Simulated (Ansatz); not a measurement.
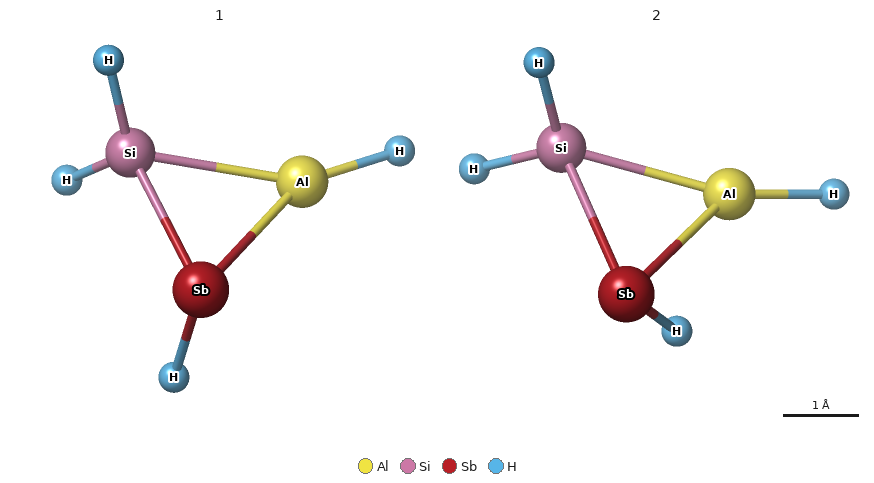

Two geometries of AlSiSbH4, drawn at one scale. One is the start of a relaxation, the other its converged end. The picture is a ball-and-stick view, seen at a tilt.

Level of theory: RKS PBE0-D4/def2-SVP (Ansatz 0.2.0). Settings: no spin polarisation; force threshold 0.02 eV/Å; at most 50 steps.

> Which of the two is the end point?

Structure 2 is the relaxed one. The run prepares an end point of a later path (hydrogen shift) calculation, from a guessed geometry. The atom that moves furthest after the best rigid fit is an H atom (1.11 Å). Largest moves by element: H 1.11 Å, Al 0.22 Å, Sb 0.20 Å, Si 0.17 Å. Some distances before and after: Sb–Si 2.447 → 2.648 Å, H–Si 1.453 → 1.495 Å, H–Sb 1.769 → 1.810 Å, Al–Si 2.384 → 2.361 Å. Among the angles between lasting bonds that change: Al–Sb–H 91.3° → 49.8°, Al–Si–H 114.1° → 130.9°, Si–Sb–H 92.8° → 79.7°. After 11 accepted moves (12 points after the start) the energy has fallen by 48.5 kJ/mol. Largest force component: 2 eV/Å at the start, 0.011 eV/Å at the end. The line search rejected the trial step at point 8 of the run. The run took 20 s on 2 threads of Intel(R) Xeon(R) 6975P-C (Granite Rapids), with other jobs on the host, peak memory 0.19 GiB.
